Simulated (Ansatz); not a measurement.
## Run report: CH5F2NSi, nudged elastic band (part 2 of 2)

Continued. System: CH5F2NSi. Method: RKS B3LYP/def2-SVP (Ansatz 0.2.0). The run did not end well. One setting was made poor on purpose. It belongs to a series of runs on one base structure; here: band between the two ends.

Geometry of the input (Å):
```
F  -1.8074  -1.6642  -0.3162
C  -0.8542  -0.9894  0.3852
F  -0.2384  -1.9404  1.1609
N  0.0325  -0.3442  -0.4842
Si 0.8196  1.1980  -0.2098
H  -1.3466  -0.2716  1.0640
H  0.4098  -0.9792  -1.1865
H  2.1220  1.1009  0.5147
H  -0.1226  2.0095  0.6094
H  1.0683  1.8296  -1.5348
```

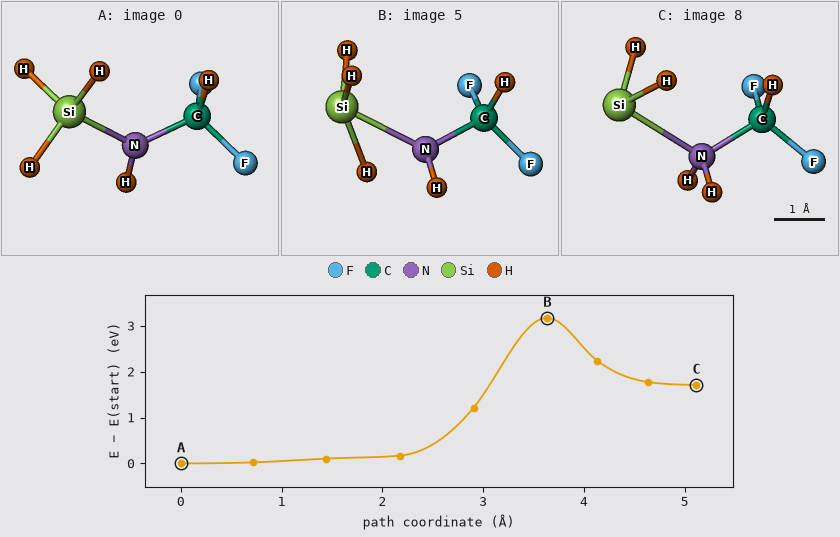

Fig. 1: Images of the last band (counted from 0; ball-and-stick, seen at a tilt) above the energy along the path; the line is a cubic interpolation that uses the forces. The highest image is number 5, 3.174 eV above the start and 1.462 eV above the end (the climbing image); the end lies 1.712 eV above the start. The path is 5.12 Å long. The band had not converged after 60 iterations.

```
Unfinished report: {"positions_ang":[[-1.3086980369147452,-1.9804539510340373,-0.39197474760991635],[-0.655993577074598,-1.0153730645433756,0.300687652118835],[0.32888217390253927,-1.593589299010122,1.013597581738386],[-0.09475512579115376,-0.05559613997699006,-0.6063423069786862],[1.0545783477988608,1.4387005289474095,-0.14714769184104004],[-1.371896629674888,-0.5466133027300962,1.006269379954785],[-0.7256795864775927,0.13595985154878368,-1.3842031233703675],[1.6579132987059584,0.8608051787420887,1.0943355736709],[0.11921784593384958,2.5155961847291604,0.35007030019515173],[1.0794312995917694,0.18946300332717964,-1.2324926178780475]],"unchecked":["starts","cluster_reference","orbital_swaps","neighbouring_geometries","increment"],"mean_field":{"relativity":"none","state":{"energy":{"ev":-15909.102517111254,"hartree":-584.6487339268452},"converged":true,"gradient_ev":0.000011558642844839836,"stability":{"kind":"minimum","curvature_ev":39.775601273231054},"curvature_floor_ev":0.00030000000000000003,"spin_squared":-1.4210854715202004e-14},"others":[],"fillings":{"estimated":0,"unestimated":0,"tried":0,"untried":0,"excluded_magnetic_sites":0},"n_dropped_functions":0,"n_trapped_functions":0,"passes":{"evaluations":3,"products":21},"factors":{"origin":"Cholesky decomposition","count":1057,"bound_ev":0.000999930185861674},"gradient_stop_ev":0.00009,"reference_kind":"stationary","functional":{"name":"B3LYP","citations":["Stephens, Devlin, Chabalowski & Frisch, J. Phys. Chem. 98, 11623 (1994) doi:10.1021/j100096a001","Becke, Phys. Rev. A 38, 3098 (1988) doi:10.1103/PhysRevA.38.3098","Lee, Yang & Parr, Phys. Rev. B 37, 785 (1988) doi:10.1103/PhysRevB.37.785","Vosko, Wilk & Nusair, Can. J. Phys. 58, 1200 (1980) doi:10.1139/p80-159"],"text":"name \"B3LYP\"\ncite \"Stephens, Devlin, Chabalowski & Frisch, J. Phys. Chem. 98, 11623 (1994) doi:10.1021/j100096a001\"\ncite \"Becke, Phys. Rev. A 38, 3098 (1988) doi:10.1103/PhysRevA.38.3098\"\ncite \"Lee, Yang & Parr, Phys. Rev. B 37, 785 (1988) doi:10.1103/PhysRevB.37.785\"\ncite \"Vosko, Wilk & Nusair, Can. J. Phys. 58, 1200 (1980) doi:10.1139/p80-159\"\nparameter a0 = 0.2\nparameter ax = 0.72\nparameter ac = 0.81\nexchange = (1 - a0 - ax)*slater_x + ax*b88_x + a0*exact_x\ncorrelation = (1 - ac)*vwn_rpa_c + ac*lyp_c\n","parameters":{"a0":{"value":0.2,"default":0.2},"ac":{"value":0.81,"default":0.81},"ax":{"value":0.72,"default":0.72}},"final_grid":{"core_spheres":13.0,"valence_spheres":11.0,"degree":36.0},"final_grid_parameter_source":"default","radial_points_factor":1.0,"radial_grid_error_ev":6.729326096032238e-7,"grid_sensitivity":"normal","grid_sensitivity_ratio":0.0013437628806248659},"unsmoothed_excess_ev":-0.000222387644483379,"symmetry":{"irreps":["A"],"axes":[[0.9999912221450605,-0.003666044488374667,0.0020287312876603658],[0.003658018319693717,0.9999855242078289,0.003945919001551966],[-0.002043167834775087,-0.0039384632286313705,0.999990156937855]],"occupied":[{"A":25},{"A":25}]},"held":{"pivots":1056,"left_out":0,"joined":1},"density_repulsion":{"missed_ev":0.000016658623081132407,"excess_ev":1.2104583818464851e-8,"most_excess_ev":0.000135,"are_drawn_again":false,"n_first_factors":1057,"energy_change_ev":0.0,"n_dropped_ends":0}},"factors":{"origin":"Cholesky decomposition","count":1057,"bound_ev":0.000999930185861674},"n_frozen":0,"n_occupied":[25,25],"n_virtual":[74,74],"reference":{"ev":-15909.102517111254,"hartree":-584.6487339268452},"total":{"ev":-15909.102517111254,"hartree":-584.6487339268452},"forces_ev_per_angstrom":[[0.00473988250754394,-0.0070633714274367446,-0.01277301735601954],[0.008043699624187169,-0.011857058390253522,-0.015441489853192387],[0.022437502102335798,-0.003551420934066258,-0.02499684479838322],[-0.0075145947395154665,0.0021364399620172445,0.02185920545202864],[0.02837767137870809,0.00041722600547789036,0.005608349844939359],[0.007363710066705177,-0.0464849170804121,0.018152907078631184],[-0.043440717439482,0.02894544269968829,0.005090328460586765],[-0.04867895699235664,0.009438956308097188,0.04243649776190968],[0.05328686342827597,0.040895347317291726,-0.06855679595513478],[-0.024615059939135826,-0.012876644460217178,0.02862085936429621]],"charge_distribution":{"dipole_moment_e_ang":[-0.35233749943340426,0.13726094325844007,-0.12296200453872254],"mulliken_charges_e":[-0.21040225624120268,0.5010840994732053,-0.19592871169349557,-0.3557664944883374,0.13993514550963937,0.006900083364770104,0.15418541823247933,-0.0807968978396949,-0.09312877167243716,0.13391838535508427],"lowdin_charges_e":[0.060379054664471354,-0.11811744167367078,0.07966665961770047,-0.005615075430309702,0.1297901233110963,-0.041552455170184466,0.02000166534128911,-0.09307945491680258,-0.10172300453032368,0.07024992878675596]},"n_threads":2,"memory_gib":2.556818182580173,"seconds":{"hamiltonian":0.945199878,"orbitals":0.0,"second_order":0.0,"solver_start":0.0,"cycles":0.0,"cycle":0.0,"perturbative":0.0,"full_ci_increment":0.0,"forces":0.0}}
this run last wrote the band of iteration 60 to [file]
Error: NEB band did not converge after 60 iterations: max|band force component| = 7.49e-2 eV/Å (threshold 5.0e-2); raise `neb.max_iterations` in a new run, which can start from the last band evaluated (`neb.initial_path`, with `crystal.atoms` and `neb.final_atoms` set to its first and last images), add images, or start from endpoints closer to local minima. Where this run's directory can be resumed (`checkpoint.write`), a resume goes on for up to `neb.max_iterations` more; to start a new run from the last band, take its images' positions from the `neb_iteration` event of iteration 60 (`data.images[].positions_ang`), in the event stream of the run that computed that iteration (not this run's, if it was resumed behind it). With `checkpoint.write`, `steps/00-neb/state/checkpoint.json` in the run directory holds the last saved band, under `neb.evaluated.images[].positions_ang` (a band under a hybrid functional on support functions is neither saved nor resumed: `neb.initial_path` says where its path is): check the last entry of `neb.iterations` there, which is earlier than 60 if that iteration was not saved or its write failed. If the band's step has no `state` directory and holds `state.next`, a write was cut short, and the file is under `state.next` instead (behind a loss of power it can be under `state.prev`)
this run wrote the band of iteration 60 to [file] as well, whether or not its events were kept: a new run's `neb.initial_path` can list its `images[].positions_ang`
a run's events are kept only if it was started with --events-out <file>, and are in that file
```

The last band as extended XYZ (Å, eV, eV/Å):
```
10
Properties=species:S:1:pos:R:3:forces:R:3 image=0 energy=-15912.27604
F    -1.8074   -1.6642   -0.3162    0.0085   0.0062   0.0097
C    -0.8542   -0.9894    0.3852   -0.0097  -0.0186   0.0066
F    -0.2384   -1.9404    1.1609   -0.0081   0.0143  -0.0103
N     0.0325   -0.3442   -0.4842   -0.0013  -0.0108  -0.0027
Si    0.8196    1.1980   -0.2098    0.0033   0.0025   0.0110
H    -1.3466   -0.2716    1.0640    0.0043  -0.0056  -0.0050
H     0.4098   -0.9792   -1.1865   -0.0002   0.0069   0.0004
H     2.1220    1.1009    0.5147    0.0033   0.0019  -0.0072
H    -0.1226    2.0095    0.6094   -0.0025   0.0024  -0.0065
H     1.0683    1.8296   -1.5348    0.0026   0.0010   0.0041
10
Properties=species:S:1:pos:R:3:forces:R:3 image=1 energy=-15912.25364
F    -1.6891   -1.8427   -0.2584   -0.0277   0.0131   0.0110
C    -0.8398   -1.0148    0.4028   -0.0176   0.0155   0.0173
F    -0.0335   -1.8332    1.1584    0.0041  -0.0084  -0.0220
N    -0.1254   -0.2407   -0.5220   -0.0018  -0.0157  -0.0503
Si    0.8231    1.1980   -0.1860   -0.0058   0.0059   0.0008
H    -1.4148   -0.3923    1.1119    0.0217   0.0134   0.0013
H     0.1133   -0.7767   -1.3551    0.0515  -0.0270   0.0384
H     2.0111    0.9682    0.6892   -0.0036  -0.0107  -0.0086
H    -0.0489    2.2075    0.4778   -0.0137  -0.0106   0.0092
H     1.2871    1.6757   -1.5158   -0.0072   0.0246   0.0028
10
Properties=species:S:1:pos:R:3:forces:R:3 image=2 energy=-15912.16932
F    -1.5240   -1.9777   -0.2629   -0.0294   0.0176   0.0136
C    -0.8108   -1.0478    0.4213   -0.0032  -0.0003  -0.0037
F     0.0963   -1.7218    1.1967    0.0016  -0.0114  -0.0337
N    -0.1817   -0.1923   -0.5028   -0.0604   0.0145  -0.0274
Si    0.8530    1.1830   -0.1775   -0.0100   0.0143   0.0010
H    -1.4907   -0.5334    1.1261    0.0018   0.0060   0.0341
H    -0.3089   -0.4972   -1.4632    0.1011  -0.0783   0.0221
H     1.9148    0.8699    0.8200   -0.0052  -0.0221  -0.0177
H     0.0765    2.3491    0.3396    0.0089   0.0189   0.0067
H     1.4585    1.5171   -1.4946   -0.0053   0.0408   0.0050
10
Properties=species:S:1:pos:R:3:forces:R:3 image=3 energy=-15912.10571
F    -1.3930   -2.0582   -0.2910   -0.0311  -0.0127   0.0278
C    -0.7824   -1.0711    0.4153   -0.0139  -0.0190   0.0060
F     0.2216   -1.6282    1.1507   -0.0358  -0.0216   0.0225
N    -0.2531   -0.1305   -0.4889   -0.0413  -0.0072   0.0606
Si    0.8832    1.1602   -0.1791   -0.0050  -0.0264  -0.0291
H    -1.5186   -0.6769    1.1423   -0.0479  -0.0512   0.0505
H    -0.6962   -0.1660   -1.4013   -0.0170  -0.0906  -0.0152
H     1.7771    0.8044    0.9538   -0.0066  -0.0579  -0.0325
H     0.2202    2.4596    0.1628    0.0675   0.0087  -0.0824
H     1.6243    1.2557   -1.4619    0.1310   0.2779  -0.0081
10
Properties=species:S:1:pos:R:3:forces:R:3 image=4 energy=-15911.06034
F    -1.3358   -2.0126   -0.3601   -0.1599  -0.0761   0.0560
C    -0.7276   -1.0336    0.3549   -0.3180  -0.0596   0.1868
F     0.3148   -1.5961    1.0421   -0.1091  -0.0358   0.0728
N    -0.2426   -0.0613   -0.5041   -0.6337   0.0095   0.4276
Si    0.9040    1.2207   -0.1346   -0.5486  -0.9139   0.0908
H    -1.4336   -0.6386    1.1035   -0.2800  -0.3793   0.3810
H    -0.7302    0.0373   -1.3887   -0.0177  -0.3268  -0.0022
H     1.7042    0.8689    1.0628    0.1521  -0.0342  -0.0561
H     0.1974    2.5133    0.2197    0.4609   0.0179  -0.5542
H     1.4324    0.6507   -1.3926    1.4539   1.7982  -0.6024
10
Properties=species:S:1:pos:R:3:forces:R:3 image=5 energy=-15909.10230
F    -1.3087   -1.9805   -0.3920    0.0047  -0.0071  -0.0128
C    -0.6560   -1.0154    0.3007    0.0080  -0.0119  -0.0154
F     0.3289   -1.5936    1.0136    0.0224  -0.0036  -0.0250
N    -0.0948   -0.0556   -0.6063   -0.0075   0.0021   0.0219
Si    1.0546    1.4387   -0.1471    0.0284   0.0004   0.0056
H    -1.3719   -0.5466    1.0063    0.0074  -0.0465   0.0182
H    -0.7257    0.1360   -1.3842   -0.0434   0.0289   0.0051
H     1.6579    0.8608    1.0943   -0.0487   0.0094   0.0424
H     0.1192    2.5156    0.3501    0.0533   0.0409  -0.0686
H     1.0794    0.1895   -1.2325   -0.0246  -0.0129   0.0286
10
Properties=species:S:1:pos:R:3:forces:R:3 image=6 energy=-15910.03681
F    -1.2889   -1.9480   -0.4224    0.1303   0.0664  -0.0865
C    -0.6165   -0.9951    0.2697    0.1518   0.0720  -0.0898
F     0.3406   -1.5877    0.9851    0.1332   0.0353  -0.1127
N    -0.0299   -0.0170   -0.6558    0.2522   0.1273  -0.1614
Si    1.1595    1.6162   -0.1403    0.3855   0.6718   0.0020
H    -1.3366   -0.4998    0.9511    0.1744   0.1114  -0.1718
H    -0.7132    0.1941   -1.3860   -0.0252   0.2045   0.0102
H     1.6200    0.8654    1.1049   -0.2016   0.0908   0.0591
H     0.0660    2.4768    0.4561   -0.2037  -0.0770   0.2852
H     0.8819   -0.1561   -1.1596   -0.7969  -1.3025   0.2657
10
Properties=species:S:1:pos:R:3:forces:R:3 image=7 energy=-15910.49983
F    -1.2899   -1.8757   -0.4352    0.0225   0.0440  -0.0132
C    -0.6016   -0.9273    0.2509    0.0161   0.0546  -0.0094
F     0.3388   -1.5426    0.9724    0.0401   0.0315  -0.0323
N     0.0396   -0.0114   -0.6864    0.0698  -0.0027  -0.0190
Si    1.1491    1.7103   -0.1191    0.0215   0.0778   0.0204
H    -1.3005   -0.3837    0.9076    0.0503   0.0603  -0.0164
H    -0.6483    0.2653   -1.3928    0.0233   0.0853   0.0127
H     1.6610    0.9077    1.0777   -0.0259   0.0561   0.0275
H    -0.0596    2.2928    0.6184   -0.0923  -0.0969   0.0664
H     0.7945   -0.4864   -1.1907   -0.1253  -0.3098  -0.0366
10
Properties=species:S:1:pos:R:3:forces:R:3 image=8 energy=-15910.56399
F    -1.4156   -1.7181   -0.3722   -0.0016   0.0027   0.0021
C    -0.5609   -0.8685    0.2513    0.0067  -0.0060  -0.0105
F     0.3599   -1.6011    0.8873   -0.0018   0.0026  -0.0023
N     0.1166   -0.0390   -0.7353    0.0124   0.0011   0.0068
Si    1.1157    1.7096   -0.0685   -0.0028  -0.0001  -0.0005
H    -1.1186   -0.2374    0.9604   -0.0006   0.0014  -0.0004
H    -0.5710    0.2998   -1.4144   -0.0061  -0.0020   0.0000
H     1.5934    0.9276    1.1565    0.0000  -0.0001   0.0015
H    -0.2183    2.0981    0.5935    0.0011   0.0003  -0.0016
H     0.7819   -0.6220   -1.2557   -0.0072   0.0000   0.0049
```

Outcome:

| quantity | value |
| --- | --- |
| outcome | not converged |
| barrier, forward (band not converged) | 3.174 eV |
| barrier, backward | 1.462 eV |
| wall time | 6.4 min (CPU time 12 min) |
| peak memory | 0.22 GiB |

What went wrong:

The run did not converge: “NEB band did not converge after 60 iterations: max|band force component| = 7.49e-2 eV/Å (threshold 5.0e-2); raise `neb.max_iterations` in a new run, which can start from the last band evaluated (`neb.initial_path`, with `crystal.atoms` and `neb.final_atoms` set to its first and last images), add images, or start from endpoints closer to local minima …” Its last values are not results. A deliberately poor setting: step length.
